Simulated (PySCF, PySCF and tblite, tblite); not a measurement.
# (CH3)2CHCH2F (C₄H₉F): conformers and averaged spectra

Which conformers does (CH3)2CHCH2F (C₄H₉F) (`CC(C)CF`) populate, and what do their averaged NMR parameters look like?

Computed with tblite 0.8.0 (tight binding) and PySCF 2.14.0 (DFT, with response routines of our own); each step states its level. Atoms count from 0 throughout.

### Step 1. The molecule as given

14 atoms, charge 0, multiplicity 1; geometry from: MMFF94s geometry.

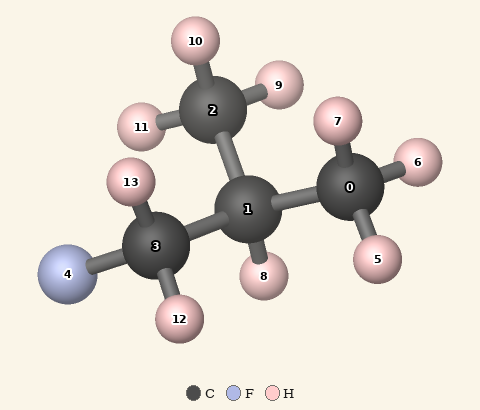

The starting geometry (carbon dark grey, fluorine light blue, hydrogen pink), atoms numbered.

### Step 2. GFN2-xTB relaxation, conformer 1

The job: settings as JSON, then the geometry in Å.

```
{"job": {"xc": "GFN2-xTB", "basis": "xTB", "kind": "relax"}, "charge": 0, "multiplicity": 1}
C     -1.396500     0.046500    -0.436600
C     -0.122500    -0.013200     0.371300
C      0.739200     1.229200     0.153800
C      0.672100    -1.268700     0.027100
F      1.761700    -1.355600     0.853200
H     -2.036200    -0.829700    -0.249600
H     -1.987000     0.941200    -0.174900
H     -1.187600     0.095000    -1.505500
H     -0.370600    -0.057300     1.447700
H      0.167900     2.134200     0.426300
H      1.026300     1.321000    -0.901100
H      1.635200     1.203300     0.762300
H      0.070400    -2.177100     0.207900
H      1.026900    -1.269400    -1.004100
```

On the command line:

```console
OMP_NUM_THREADS=1 python ens_run.py task.json out
```

The driver reads the study from task.json and runs its stages one after another.

What it wrote:

```text
step      E/eV     max force
  0    -486.81640    0.894
  1    -486.83786    0.193
  2    -486.83969    0.139
  3    -486.84118    0.087
  4    -486.84188    0.081
  5    -486.84269    0.073
  6    -486.84311    0.063
  7    -486.84346    0.052
  8    -486.84371    0.040
  9    -486.84393    0.034
 10    -486.84393    0.034
 11    -486.84402    0.026
 12    -486.84421    0.023
 13    -486.84427    0.025
 14    -486.84446    0.027
 15    -486.84457    0.028
 16    -486.84468    0.027
 17    -486.84476    0.027
 18    -486.84485    0.028
 19    -486.84495    0.030
 20    -486.84504    0.028
 21    -486.84510    0.017
 22    -486.84513    0.015
 23    -486.84517    0.018
 24    -486.84520    0.017
 25    -486.84523    0.015
 26    -486.84527    0.015
 27    -486.84531    0.020
 28    -486.84538    0.030
 29    -486.84547    0.033
 30    -486.84558    0.027
 31    -486.84567    0.022
 32    -486.84575    0.018
 33    -486.84581    0.021
 34    -486.84587    0.019
 35    -486.84591    0.015
 36    -486.84594    0.016
 37    -486.84597    0.016
 38    -486.84598    0.009
 39    -486.84599    0.009
 40    -486.84600    0.008
 41    -486.84601    0.011
 42    -486.84603    0.013
 43    -486.84605    0.011
 44    -486.84606    0.009
 45    -486.84607    0.006
 46    -486.84608    0.007
 47    -486.84608    0.006
 48    -486.84609    0.004
```

Run time: 0.13 s. Hardware: 1 thread of Arm Neoverse V2, shared host.

The energy fell by 0.030 eV, and the atoms moved 0.04 Å (root mean square).

**GFN2-xTB relaxation, conformer 2**

The job: settings as JSON, then the geometry in Å.

```
{"job": {"xc": "GFN2-xTB", "basis": "xTB", "kind": "relax"}, "charge": 0, "multiplicity": 1}
C     -1.260800    -0.675700     0.188700
C     -0.004800    -0.081400    -0.434700
C      1.246500    -0.728500     0.206700
C      0.029800     1.438400    -0.265100
F      0.028800     1.743500     1.073600
H     -1.322800    -0.483100     1.264600
H     -2.160900    -0.233300    -0.275500
H     -1.303700    -1.751700     0.040200
H      0.006200    -0.316200    -1.496900
H      2.147600    -0.327000    -0.243800
H      1.231500    -1.811000     0.048100
H      1.278000    -0.539500     1.283100
H      0.925100     1.865200    -0.694400
H     -0.841200     1.899900    -0.716900
```

What it wrote:

```text
step      E/eV     max force
  0    -486.78896    0.870
  1    -486.81280    0.321
  2    -486.81709    0.131
  3    -486.81903    0.132
  4    -486.82051    0.111
  5    -486.82190    0.108
  6    -486.82265    0.063
  7    -486.82307    0.058
  8    -486.82332    0.036
  9    -486.82332    0.036
 10    -486.82340    0.026
 11    -486.82348    0.018
 12    -486.82351    0.020
 13    -486.82357    0.016
 14    -486.82360    0.015
 15    -486.82362    0.013
 16    -486.82365    0.015
 17    -486.82368    0.013
 18    -486.82370    0.016
 19    -486.82373    0.018
 20    -486.82376    0.020
 21    -486.82380    0.018
 22    -486.82383    0.013
 23    -486.82385    0.012
 24    -486.82388    0.015
 25    -486.82390    0.017
 26    -486.82393    0.013
 27    -486.82395    0.014
 28    -486.82396    0.012
 29    -486.82398    0.016
 30    -486.82400    0.013
 31    -486.82402    0.013
 32    -486.82403    0.015
 33    -486.82405    0.014
 34    -486.82406    0.017
 35    -486.82409    0.013
 36    -486.82410    0.010
 37    -486.82410    0.006
 38    -486.82411    0.004
 39    -486.82411    0.002
```

Wall time 0.13 s (1 thread of Arm Neoverse V2, shared host).

The energy fell by 0.035 eV, and the atoms moved 0.03 Å (root mean square).

### Step 3. DFT optimisation, conformer 1: PBE0-D3(BJ)/def2-SVP

The job: settings as JSON, then the geometry in Å.

```
{"job": {"kind": "geom", "xc": "PBE0", "basis": "def2-SVP", "d3": "d3bj", "grid": 1, "maxiter": 40}, "charge": 0, "multiplicity": 1}
C     -1.406646     0.041221    -0.436499
C     -0.123028    -0.000687     0.387167
C      0.729435     1.241860     0.142067
C      0.666418    -1.261553     0.043253
F      1.741049    -1.407672     0.888618
H     -2.023022    -0.833473    -0.241799
H     -1.981869     0.929337    -0.188119
H     -1.174259     0.069193    -1.499020
H     -0.378227    -0.048861     1.451221
H      0.197203     2.135907     0.457154
H      0.967581     1.335541    -0.915701
H      1.658901     1.176596     0.702321
H      0.054465    -2.162219     0.160562
H      1.071322    -1.215662    -0.973392
```

What it wrote:

```text
step   0  E = -257.21248179  max force = 0.014416
step   1  E = -257.21413499  max force = 0.003497
step   2  E = -257.21417228  max force = 0.000604
step   3  E = -257.21417766  max force = 0.000289
optimisation converged
```

Run time: 14 s. Hardware: 1 thread of Arm Neoverse V2, shared host; peak memory 0.49 GiB.

The energy fell by 0.046 eV, and the atoms moved 0.05 Å (root mean square).

### Step 4. DFT optimisation, conformer 2: PBE0-D3(BJ)/def2-SVP

The job: settings as JSON, then the geometry in Å.

```
{"job": {"kind": "geom", "xc": "PBE0", "basis": "def2-SVP", "d3": "d3bj", "grid": 1, "maxiter": 40}, "charge": 0, "multiplicity": 1}
C     -1.273872    -0.678610     0.180801
C      0.000706    -0.098570    -0.428250
C      1.241694    -0.730349     0.198401
C      0.031222     1.419021    -0.249442
F      0.029300     1.757790     1.082850
H     -1.314591    -0.451723     1.243488
H     -2.155541    -0.256938    -0.297071
H     -1.296234    -1.758183     0.055834
H      0.004329    -0.288513    -1.507418
H      2.146520    -0.344805    -0.266515
H      1.221799    -1.809928     0.073200
H      1.276387    -0.505269     1.261664
H      0.940053     1.853861    -0.678714
H     -0.852450     1.891742    -0.690993
```

What it wrote:

```text
step   0  E = -257.21260993  max force = 0.013075
step   1  E = -257.21394503  max force = 0.002191
step   2  E = -257.21396059  max force = 0.000111
step   3  E = -257.21396207  max force = 0.000148
optimisation converged
```

Run time: 13 s. Hardware: 1 thread of Arm Neoverse V2, shared host; peak memory 0.49 GiB.

Relaxing gained 0.037 eV and moved the atoms by 0.02 Å on average (rms).

### Step 5. Shieldings, conformer 1: PBE0/pcSseg-1

The job: settings as JSON, then the geometry in Å.

```
{"job": {"xc": "PBE0", "basis": "pcSseg-1", "kind": "nmr", "pop": true}, "charge": 0, "multiplicity": 1}
C     -1.451980    -0.028447    -0.618036
C     -0.192223    -0.053484     0.238046
C      0.655869     1.197527     0.052309
C      0.611880    -1.304546    -0.058513
F      1.718651    -1.379704     0.752406
H     -2.084326    -0.913563    -0.445680
H     -2.058571     0.862510    -0.397433
H     -1.201525     0.002451    -1.691614
H     -0.490864    -0.115129     1.300158
H      0.108861     2.099579     0.365736
H      0.938414     1.327265    -1.005996
H      1.580016     1.131988     0.643721
H      0.000616    -2.209837     0.103174
H      0.953127    -1.303067    -1.110477
```

What it wrote:

```text
coarse grid: 11016 points
cycle   1  E = -257.2800436791  dE =  2.720e-01  |g| = 5.031e-01  |ddm| = 2.964e+00
cycle   2  E = -257.2584420121  dE =  2.160e-02  |g| = 6.453e-01  |ddm| = 8.339e-01
cycle   3  E = -257.3299805718  dE = -7.154e-02  |g| = 5.161e-02  |ddm| = 4.699e-01
cycle   4  E = -257.3303441617  dE = -3.636e-04  |g| = 2.632e-02  |ddm| = 4.808e-02
cycle   5  E = -257.3304915128  dE = -1.474e-04  |g| = 3.874e-03  |ddm| = 2.324e-02
cycle   6  E = -257.3304944279  dE = -2.915e-06  |g| = 1.348e-03  |ddm| = 3.978e-03
final grid: 104784 points
cycle   7  E = -257.3680121728  dE = -3.120e-05  |g| = 7.852e-03  |ddm| = 2.177e-02
cycle   8  E = -257.3680035620  dE =  8.611e-06  |g| = 1.023e-02  |ddm| = 1.420e-02
cycle   9  E = -257.3680272514  dE = -2.369e-05  |g| = 8.875e-04  |ddm| = 7.918e-03
cycle  10  E = -257.3680273728  dE = -1.214e-07  |g| = 2.033e-04  |ddm| = 7.764e-04
cycle  11  E = -257.3680273788  dE = -6.035e-09  |g| = 4.201e-05  |ddm| = 1.382e-04
cycle  12  E = -257.3680273792  dE = -3.608e-10  |g| = 1.402e-05  |ddm| = 4.026e-05
converged SCF energy = -257.3680273792

GIAO shielding tensors (ppm)
atom      isotropic    diamagn.    paramagn.     s11        s22        s33       span
  0 C      166.407     247.790     -81.383    152.005    158.655    188.562     36.557
  1 C      153.194     246.290     -93.096    144.745    154.853    159.985     15.240
  2 C      164.662     247.666     -83.004    148.601    160.277    185.109     36.508
  3 C       94.544     243.263    -148.719     57.591     80.458    145.582     87.992
  4 F      415.877     472.710     -56.833    376.817    419.902    450.912     74.096
  5 H       30.454      29.603       0.851     25.990     27.856     37.516     11.526
  6 H       30.232      29.660       0.573     26.164     27.911     36.623     10.459
  7 H       30.903      30.121       0.782     27.341     28.846     36.523      9.182
  8 H       29.570      31.534      -1.963     26.462     27.424     34.825      8.363
  9 H       30.312      29.914       0.398     26.201     27.909     36.825     10.624
 10 H       30.859      30.352       0.508     27.620     28.395     36.562      8.942
 11 H       29.576      29.718      -0.142     24.633     28.488     35.607     10.974
 12 H       26.907      29.262      -2.355     22.319     28.454     29.948      7.629
 13 H       27.510      29.632      -2.122     23.380     28.641     30.509      7.128
```

Run time: 11 s. Hardware: 1 thread of Arm Neoverse V2, shared host; peak memory 0.69 GiB.

In short: HOMO -9.00 eV, LUMO 1.39 eV; dipole 1.79 D.

Orbitals, density, ELF and potential are computed afterwards from the orbital file.

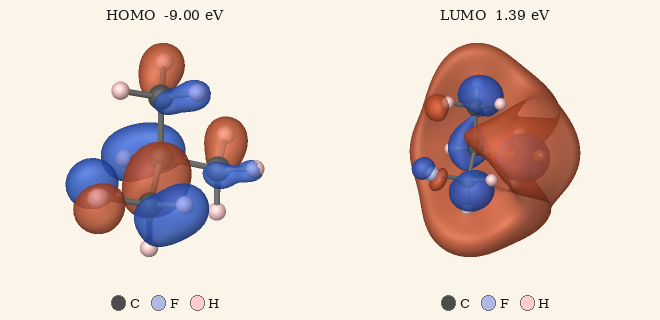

PBE0/pcSseg-1 orbitals near the gap, drawn at the value that encloses 70 % of each; the two colours are the two signs.

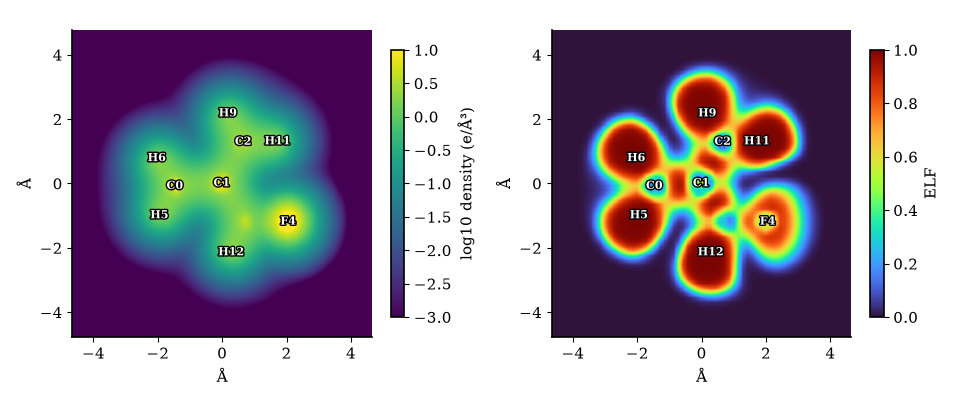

Density (left) and ELF (right) in a plane through or near 9 of the atoms.

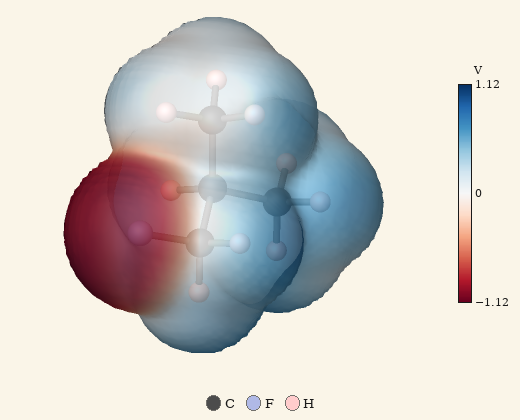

Electrostatic potential on the surface of density 0.002 e/bohr³; red is low, blue high. It runs, from the 1st to the 99th percentile, from -1.12 V near F4 to 0.79 V near H12.

### Step 6. Single-point energy, conformer 1: TPSS/def2-TZVP

The job, as its differences from that of step 5:

```diff
@@ -1,2 +1,2 @@
-{"job": {"xc": "PBE0", "basis": "pcSseg-1", "kind": "nmr", "pop": true}, "charge": 0, "multiplicity": 1}
+{"job": {"xc": "TPSS", "basis": "def2-TZVP", "kind": "sp"}, "charge": 0, "multiplicity": 1}
 C     -1.451980    -0.028447    -0.618036
```

What it wrote:

```text
coarse grid: 48272 points
cycle   1  E = -257.7416791908  dE =  1.344e-01  |g| = 6.260e-01  |ddm| = 2.497e+00
cycle   2  E = -257.6288088560  dE =  1.129e-01  |g| = 1.005e+00  |ddm| = 1.824e+00
cycle   3  E = -257.8219428056  dE = -1.931e-01  |g| = 1.125e-01  |ddm| = 1.328e+00
cycle   4  E = -257.8236302559  dE = -1.687e-03  |g| = 5.600e-02  |ddm| = 1.159e-01
cycle   5  E = -257.8242459063  dE = -6.157e-04  |g| = 1.098e-02  |ddm| = 4.918e-02
cycle   6  E = -257.8242704982  dE = -2.459e-05  |g| = 4.008e-03  |ddm| = 1.116e-02
cycle   7  E = -257.8242739713  dE = -3.473e-06  |g| = 5.011e-04  |ddm| = 2.822e-03
final grid: 104784 points
cycle   8  E = -257.8242814384  dE = -3.473e-07  |g| = 5.698e-04  |ddm| = 9.140e-03
cycle   9  E = -257.8242813778  dE =  6.060e-08  |g| = 7.712e-04  |ddm| = 1.138e-03
cycle  10  E = -257.8242815158  dE = -1.380e-07  |g| = 6.068e-05  |ddm| = 5.877e-04
cycle  11  E = -257.8242815167  dE = -8.642e-10  |g| = 1.703e-05  |ddm| = 9.932e-05
converged SCF energy = -257.8242815167
```

It took 20 s on 1 thread of Arm Neoverse V2, shared host; peak memory 0.61 GiB.

In short: HOMO -7.55 eV, LUMO 0.61 eV; dipole 1.65 D.

### Step 7. Shieldings, conformer 2: PBE0/pcSseg-1

The job: settings as JSON, then the geometry in Å.

```
{"job": {"xc": "PBE0", "basis": "pcSseg-1", "kind": "nmr", "pop": false}, "charge": 0, "multiplicity": 1}
C     -1.275614    -0.741844     0.223082
C      0.002297    -0.156158    -0.367500
C      1.247432    -0.791552     0.241368
C      0.030968     1.353369    -0.214989
F      0.027923     1.706389     1.116140
H     -1.337616    -0.517641     1.298962
H     -2.173007    -0.323650    -0.259345
H     -1.305075    -1.835122     0.101577
H      0.006475    -0.345625    -1.457083
H      2.167427    -0.408757    -0.227665
H      1.235881    -1.885135     0.119579
H      1.302454    -0.570062     1.318181
H      0.938871     1.777807    -0.678695
H     -0.852394     1.813214    -0.692161
```

What it wrote:

```text
coarse grid: 11016 points
cycle   1  E = -257.2792015019  dE =  2.664e-01  |g| = 5.106e-01  |ddm| = 2.962e+00
cycle   2  E = -257.2527651503  dE =  2.644e-02  |g| = 6.701e-01  |ddm| = 8.446e-01
cycle   3  E = -257.3310189045  dE = -7.825e-02  |g| = 5.252e-02  |ddm| = 4.874e-01
cycle   4  E = -257.3313951224  dE = -3.762e-04  |g| = 2.644e-02  |ddm| = 4.818e-02
cycle   5  E = -257.3315412489  dE = -1.461e-04  |g| = 4.135e-03  |ddm| = 2.222e-02
cycle   6  E = -257.3315446031  dE = -3.354e-06  |g| = 1.175e-03  |ddm| = 3.934e-03
final grid: 104784 points
cycle   7  E = -257.3679401557  dE = -3.280e-05  |g| = 8.388e-03  |ddm| = 2.406e-02
cycle   8  E = -257.3679305540  dE =  9.602e-06  |g| = 1.087e-02  |ddm| = 1.477e-02
cycle   9  E = -257.3679573636  dE = -2.681e-05  |g| = 8.551e-04  |ddm| = 8.157e-03
cycle  10  E = -257.3679574757  dE = -1.121e-07  |g| = 2.161e-04  |ddm| = 7.103e-04
cycle  11  E = -257.3679574828  dE = -7.047e-09  |g| = 4.311e-05  |ddm| = 1.583e-04
cycle  12  E = -257.3679574831  dE = -3.663e-10  |g| = 1.463e-05  |ddm| = 4.284e-05
converged SCF energy = -257.3679574831

GIAO shielding tensors (ppm)
atom      isotropic    diamagn.    paramagn.     s11        s22        s33       span
  0 C      164.589     247.268     -82.679    143.936    163.156    186.676     42.740
  1 C      152.165     246.545     -94.379    145.656    150.826    160.014     14.358
  2 C      164.580     247.261     -82.681    143.917    163.150    186.674     42.756
  3 C       95.288     242.227    -146.939     64.785     84.213    136.866     72.080
  4 F      436.941     474.023     -37.082    402.361    449.266    459.197     56.836
  5 H       29.898      29.923      -0.025     26.155     28.901     34.638      8.483
  6 H       30.299      29.721       0.578     26.151     27.421     37.323     11.172
  7 H       30.368      29.760       0.608     25.949     28.585     36.569     10.619
  8 H       30.032      31.675      -1.643     26.157     28.141     35.798      9.641
  9 H       30.299      29.714       0.585     26.151     27.423     37.323     11.171
 10 H       30.367      29.754       0.613     25.950     28.584     36.569     10.619
 11 H       29.898      29.917      -0.019     26.156     28.900     34.638      8.482
 12 H       26.942      29.233      -2.292     22.818     26.838     31.170      8.352
 13 H       26.941      29.234      -2.293     22.817     26.837     31.170      8.353
```

Wall time 6.8 s (1 thread of Arm Neoverse V2, shared host); peak memory 0.69 GiB.

Key values: HOMO -9.04 eV, LUMO 1.33 eV; dipole 1.75 D.

### Step 8. Single-point energy, conformer 2: TPSS/def2-TZVP

The job, as its differences from that of step 7:

```diff
@@ -1,2 +1,2 @@
-{"job": {"xc": "PBE0", "basis": "pcSseg-1", "kind": "nmr", "pop": false}, "charge": 0, "multiplicity": 1}
+{"job": {"xc": "TPSS", "basis": "def2-TZVP", "kind": "sp"}, "charge": 0, "multiplicity": 1}
 C     -1.275614    -0.741844     0.223082
```

What it wrote:

```text
coarse grid: 48272 points
cycle   1  E = -257.7393314987  dE =  1.310e-01  |g| = 6.329e-01  |ddm| = 2.496e+00
cycle   2  E = -257.6110362197  dE =  1.283e-01  |g| = 1.046e+00  |ddm| = 1.722e+00
cycle   3  E = -257.8211288828  dE = -2.101e-01  |g| = 1.205e-01  |ddm| = 1.258e+00
cycle   4  E = -257.8232308468  dE = -2.102e-03  |g| = 5.599e-02  |ddm| = 1.210e-01
cycle   5  E = -257.8238313754  dE = -6.005e-04  |g| = 1.268e-02  |ddm| = 5.034e-02
cycle   6  E = -257.8238653725  dE = -3.400e-05  |g| = 3.651e-03  |ddm| = 1.458e-02
cycle   7  E = -257.8238682213  dE = -2.849e-06  |g| = 6.635e-04  |ddm| = 2.563e-03
final grid: 104784 points
cycle   8  E = -257.8239378539  dE = -3.979e-08  |g| = 9.008e-04  |ddm| = 5.407e-03
cycle   9  E = -257.8239376549  dE =  1.989e-07  |g| = 1.291e-03  |ddm| = 1.514e-03
cycle  10  E = -257.8239380477  dE = -3.928e-07  |g| = 9.485e-05  |ddm| = 8.601e-04
cycle  11  E = -257.8239380494  dE = -1.679e-09  |g| = 2.272e-05  |ddm| = 8.827e-05
cycle  12  E = -257.8239380495  dE = -8.674e-11  |g| = 5.450e-06  |ddm| = 2.393e-05
converged SCF energy = -257.8239380495
```

Run time: 23 s. Hardware: 1 thread of Arm Neoverse V2, shared host; peak memory 0.62 GiB.

In short: HOMO -7.57 eV, LUMO 0.54 eV; dipole 1.64 D.

### Step 9. Averages: properties at PBE0/pcSseg-1

The job: settings as JSON, then the geometry in Å.

```
{"job": {"study": "conf", "smiles": "CC(C)CF", "search": {"seed": 1818, "n_embed": 60, "ff_keep": 14, "window": 3.0, "nmax": 3, "temps": [180, 230, 298.15, 330, 400], "t_ref": 298.15, "order": 0.002, "geom": true}, "level": {"nmr": {"xc": "PBE0", "basis": "pcSseg-1"}, "sp": {"xc": "TPSS", "basis": "def2-TZVP"}}, "kind": "conf"}, "charge": 0, "multiplicity": 1}
C     -1.451980    -0.028447    -0.618036
C     -0.192223    -0.053484     0.238046
C      0.655869     1.197527     0.052309
C      0.611880    -1.304546    -0.058513
F      1.718651    -1.379704     0.752406
H     -2.084326    -0.913563    -0.445680
H     -2.058571     0.862510    -0.397433
H     -1.201525     0.002451    -1.691614
H     -0.490864    -0.115129     1.300158
H      0.108861     2.099579     0.365736
H      0.938414     1.327265    -1.005996
H      1.580016     1.131988     0.643721
H      0.000616    -2.209837     0.103174
H      0.953127    -1.303067    -1.110477
```

What it wrote:

```text
conformer  sym    E(xTB)   E(DFT)   G(298.15 K)  weight  dipole/D
    1     C1      0.000    0.000    0.000   0.7584    1.650
    2     Cs      0.507    0.187    0.678   0.2416    1.639

mean shielding (ppm) by class
class atoms           180 K      230 K   298.15 K      330 K      400 K
  0 C  0,2          165.344    165.323    165.305    165.299     165.29
  1 C  1            152.987    152.965    152.946    152.939    152.929
  2 C  3             94.693      94.71     94.724     94.728     94.736
  3 F  4            420.113    420.574    420.966    421.094    421.306
  4 H  5,6,7         30.349     30.345     30.341      30.34     30.338
  5 H  8             29.663     29.673     29.682     29.685     29.689
  6 H  12,13         27.155     27.149     27.144     27.142      27.14
```

It took 62 s on 1 thread of Arm Neoverse V2, shared host. This counts the runs that the step sums up.

The search (ETKDG and KDG, MMFF94s, GFN2-xTB) embedded 60 structures, kept 2 distinct ones after the force field and 2 after xTB; 2 were carried on (window 3.0 kcal/mol at the search's own energies). Energies: TPSS/def2-TZVP with D3(BJ).

Conformer by conformer (298 K):

```csv
no.,group,mirror pair,ΔE xTB,ΔE DFT,ΔG,weight (%),μ (D),C0–C1–C3–F4 (°),"A, B, C (GHz)"
1,C1,yes,0.00,0.00,0.00,75.8,1.65,-177,"7.68, 3.51, 2.65"
2,Cs,no,0.51,0.19,0.68,24.2,1.64,62,"6.30, 4.01, 3.19"
```

Energies in kcal/mol. ΔG holds xTB vibrations and rotation, symmetry numbers and mirror pairs.

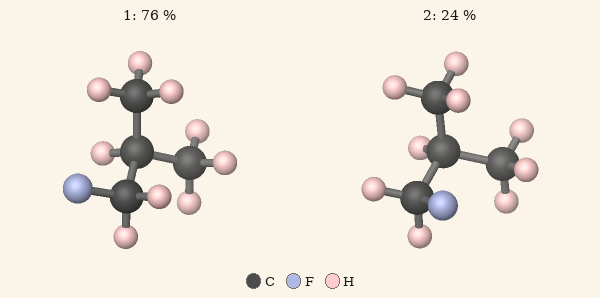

The conformers with their weights.

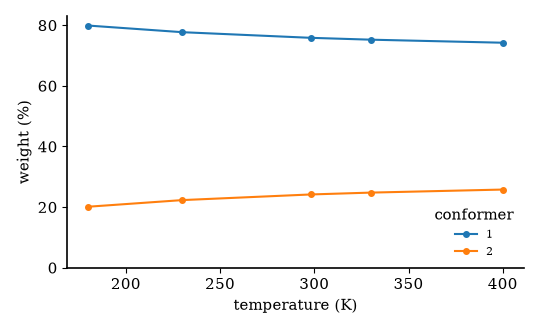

Weights against temperature.

Other ways of weighting, at the same temperature:

```csv
scheme,1,2,mean μ (D)
DFT free energy,76,24,1.65
"DFT energy, symmetry counted",73,27,1.65
DFT energy alone,58,42,1.65
"xTB energy, symmetry counted",82,18,1.65
xTB free energy,84,16,1.65
lowest conformer only,100,0,1.65
equal weights,50,50,1.64
conformers found from three starts alone,100,0,1.65
```

Shifts against references run at the same level ($^{1}$H TMS 31.27, $^{13}$C TMS 184.4, $^{19}$F CFCl3 177.2 ppm of shielding), by class of atoms, at 298 K:

```csv
atoms,environment,no. 1,no. 2,average,measured
C3,sp3 CH2 bonded to F,89.9,89.1,89.7,–
C1,sp3 CH,31.2,32.2,31.5,–
"C0, C2",methyl carbon,18.9,19.8,19.1,–
"H12, H13",hydrogen on an sp3 CH2 bonded to F,4.06,4.33,4.12,–
H8,hydrogen on an sp3 CH,1.70,1.23,1.59,–
"H5, H6, H7 and 3 more",hydrogen on a methyl carbon,0.88,1.08,0.93,–
F4,fluorine on an sp3 carbon,-238.6,-259.7,-243.7,-220.3
```

Measured: G. Saielli, R. Bini, A. Bagno, Computational 19F NMR. 2. Organic compounds, RSC Adv. 2014, ESI (exp. from Berger-Braun-Kalinowski 1994 and Everett 1995).

Effective distances for nuclear Overhauser effects, ⟨r⁻⁶⟩^(−1/6) over all pairs of two classes (Å): H8···H12 2.59; H5···H8 2.61; H5···H12 3.06.

### Step 10. What came out

| quantity | value |
| --- | --- |
| conformers | 2; the first in weight is no. 1 (C1), 76 % at 298 K |
| root-mean-square dipole | 1.65 D |
| averaged $^{13}$C shifts (PBE0/pcSseg-1) | 89.7, 31.5, 19.1 ppm |
| averaged $^{1}$H shifts (PBE0/pcSseg-1) | 4.12, 1.59, 0.93 ppm |
| averaged $^{19}$F shifts (PBE0/pcSseg-1) | -243.7 ppm |

At 298 K conformer 1 holds 76 % of the ensemble (80 % at 180 K, 74 % at 400 K). Among conformers over 5 %, H8 differs by 0.46 ppm, while the average moves by 0.03 ppm from 180 to 400 K. Against 1 measured $^{19}$F shift the average misses by 23.4 ppm, the leading conformer alone by 18.3 ppm. Vibration and solvent are missing from the shifts, so part of that gap is not the functional's.
